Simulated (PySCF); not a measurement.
# [PO2]+ (SMILES O=[P+]=O) at HF/6-311++G(3df,3pd)

What is the vertical ionisation energy of [PO2]+ at HF/6-311++G(3df,3pd)? Input form: a Python script.

Program for the calculation: PySCF 2.14.0.

**1. Starting point**

The species is [PO2]+ (3 atoms), meant as a singlet with charge +1. As SMILES, `O=[P+]=O`. The shape is that of a GFN2-xTB optimisation.

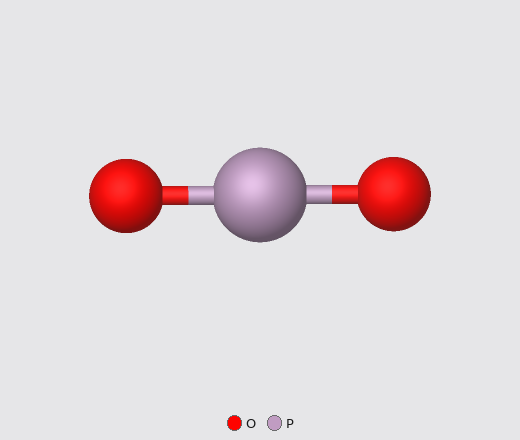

The structure, seen from a chosen angle (oxygen red, phosphorus pink).

**2. The energy at HF/6-311++G(3df,3pd)**

start.xyz reads:

```xyz
3
O2P
O      0.792290     1.025900     0.548180
P      0.000230    -0.000210     0.000340
O     -0.792520    -1.025690    -0.548520
```

input.py reads:

```python
from pyscf import gto, scf

mol = gto.M(
    atom='start.xyz',
    basis='6-311++g(3df,3pd)',
    charge=1,
    spin=0,
    max_memory=1860,
    verbose=3,
)

calc0 = scf.RHF(mol)
calc0.conv_tol = 1e-10
calc0.kernel()
if not calc0.converged:
    calc0 = calc0.newton().run(calc0.mo_coeff, calc0.mo_occ)

e_tot = calc0.e_tot
print('E = %.10f Eh' % e_tot)
```

Command:

```
OMP_NUM_THREADS=1 python input.py
```

Log:

```text
converged SCF energy = -490.138955580199
E = -490.1389555802 Eh
```

It took 3.6 s on 1 thread of Arm Neoverse V1, shared host; peak memory 0.34 GiB.

**3. Doublet [PO2]2+**

run.py reads:

```python
from pyscf import gto, scf

mol = gto.M(
    atom=[
    ('O', (0.792290, 1.025900, 0.548180)),
    ('P', (0.000230, -0.000210, 0.000340)),
    ('O', (-0.792520, -1.025690, -0.548520)),
],
    charge=2,
    spin=1,
    verbose=4,
    max_memory=1860,
    basis='6-311++g(3df,3pd)',
)

hf = scf.UHF(mol)
hf.conv_tol = 1e-10
hf.kernel()
if not hf.converged:
    hf = hf.newton().run(hf.mo_coeff, hf.mo_occ)

e_final = hf.e_tot
print('E = %.10f Eh' % e_final)
```

Command:

```
OMP_NUM_THREADS=1 python run.py
```

Log:

```text
PySCF version 2.14.0

[INPUT] num. atoms = 3
[INPUT] num. electrons = 29
[INPUT] charge = 2
[INPUT] spin (= nelec alpha-beta = 2S) = 1
[INPUT] symmetry False subgroup None
[INPUT] Mole.unit = angstrom
[INPUT] Symbol           X                Y                Z      unit          X                Y                Z       unit  Magmom
[INPUT]  1 O      0.792290000000   1.025900000000   0.548180000000 AA    1.497211111232   1.938670031191   1.035910066964 Bohr   0.0
[INPUT]  2 P      0.000230000000  -0.000210000000   0.000340000000 AA    0.000434637009  -0.000396842486   0.000642506882 Bohr   0.0
[INPUT]  3 O     -0.792520000000  -1.025690000000  -0.548520000000 AA   -1.497645748240  -1.938273188705  -1.036552573846 Bohr   0.0

nuclear repulsion = 102.269077003964
number of shells = 43
number of NR pGTOs = 170
number of NR cGTOs = 125
basis = 6-311++g(3df,3pd)
ecp = {}

******** <class 'pyscf.scf.uhf.UHF'> ********
method = UHF
initial guess = minao
damping factor = 0
level_shift factor = 0
DIIS = <class 'pyscf.scf.diis.CDIIS'>
diis_start_cycle = 1
diis_space = 8
diis_damp = 0
SCF conv_tol = 1e-10
SCF conv_tol_grad = None
SCF max_cycles = 50
direct_scf = True
direct_scf_tol = 1e-13
number electrons alpha = 15  beta = 14
Set gradient conv threshold to 1e-05
init E= -491.104162202346
[... the frontier-level lines of each cycle are left out ...]


cycle= 1 E= -489.137913709111  delta_E= 1.97  |g|= 0.577  |ddm|= 1.65
cycle= 2 E= -489.319020571268  delta_E= -0.181  |g|= 0.25  |ddm|= 0.765
cycle= 3 E= -489.344873524859  delta_E= -0.0259  |g|= 0.102  |ddm|= 0.246
cycle= 4 E= -489.353489317306  delta_E= -0.00862  |g|= 0.0528  |ddm|= 0.108
cycle= 5 E= -489.359201078474  delta_E= -0.00571  |g|= 0.03  |ddm|= 0.086
cycle= 6 E= -489.362112685333  delta_E= -0.00291  |g|= 0.0118  |ddm|= 0.0952
cycle= 7 E= -489.362443380052  delta_E= -0.000331  |g|= 0.00639  |ddm|= 0.0352
cycle= 8 E= -489.362556352717  delta_E= -0.000113  |g|= 0.0033  |ddm|= 0.0264
cycle= 9 E= -489.362577260127  delta_E= -2.09e-05  |g|= 0.00155  |ddm|= 0.0107
cycle= 10 E= -489.362581853491  delta_E= -4.59e-06  |g|= 0.00056  |ddm|= 0.00495
cycle= 11 E= -489.362582507605  delta_E= -6.54e-07  |g|= 0.000211  |ddm|= 0.00128
cycle= 12 E= -489.362582610986  delta_E= -1.03e-07  |g|= 9.36e-05  |ddm|= 0.000593
cycle= 13 E= -489.362582638581  delta_E= -2.76e-08  |g|= 7.03e-05  |ddm|= 0.000286
cycle= 14 E= -489.362582651048  delta_E= -1.25e-08  |g|= 6.69e-05  |ddm|= 0.000142
cycle= 15 E= -489.362582668228  delta_E= -1.72e-08  |g|= 6.5e-05  |ddm|= 0.000197
cycle= 16 E= -489.362582703177  delta_E= -3.49e-08  |g|= 6.29e-05  |ddm|= 0.000412
cycle= 17 E= -489.362582832768  delta_E= -1.3e-07  |g|= 5.63e-05  |ddm|= 0.00168
cycle= 18 E= -489.362582943707  delta_E= -1.11e-07  |g|= 5.09e-05  |ddm|= 0.00167
cycle= 19 E= -489.362583058262  delta_E= -1.15e-07  |g|= 4.67e-05  |ddm|= 0.00209
cycle= 20 E= -489.362583120512  delta_E= -6.22e-08  |g|= 4.21e-05  |ddm|= 0.00132
cycle= 21 E= -489.362583192592  delta_E= -7.21e-08  |g|= 3.6e-05  |ddm|= 0.00175
cycle= 22 E= -489.362583293794  delta_E= -1.01e-07  |g|= 1.9e-05  |ddm|= 0.00369
cycle= 23 E= -489.362583315228  delta_E= -2.14e-08  |g|= 9.87e-06  |ddm|= 0.00196
cycle= 24 E= -489.362583316869  delta_E= -1.64e-09  |g|= 7.29e-06  |ddm|= 0.000418
cycle= 25 E= -489.362583317399  delta_E= -5.31e-10  |g|= 3.85e-06  |ddm|= 0.000236
cycle= 26 E= -489.362583317511  delta_E= -1.12e-10  |g|= 1.47e-06  |ddm|= 0.000108
cycle= 27 E= -489.362583317509  delta_E= 2.05e-12  |g|= 7.97e-07  |ddm|= 2.05e-05
Extra cycle  E= -489.362583317509  delta_E=    0  |g|= 7.3e-07  |ddm|= 1.37e-06
converged SCF energy = -489.362583317509  <S^2> = 1.0877622  2S+1 = 2.3132334
E = -489.3625833175 Eh
```

It took 11 s on 1 thread of Arm Neoverse V1, shared host; peak memory 0.34 GiB.

**4. Outcome**

Level: HF/6-311++G(3df,3pd).

```
                                            quantity          value
                        singlet [PO2]+: total energy  -490.13896 Eh
                         singlet [PO2]+: HOMO energy      -23.64 eV
                         singlet [PO2]+: LUMO energy       -8.42 eV
                       singlet [PO2]+: HOMO–LUMO gap       15.22 eV
                       doublet [PO2]2+: total energy  -489.36258 Eh
 doublet [PO2]2+: HOMO energy (highest over α and β)      -30.73 eV
  doublet [PO2]2+: LUMO energy (lowest over α and β)      -19.02 eV
                               doublet [PO2]2+: ⟨S²⟩          1.088
vertical ionisation energy (to the doublet dication)      21.126 eV
```

**Reading.** The vertical ionisation energy comes to 21.13 eV (2038 kJ/mol). The negative HOMO energy of the first species, 23.64 eV, lies 2.52 eV above that difference. Mulliken charges (singlet [PO2]+) run from -0.15 on O1 to +1.29 on P2; in a basis this large or diffuse they mean little. ⟨S²⟩ (doublet [PO2]2+) is 1.09 where a pure doublet has 0.75: the reference is spin-contaminated.
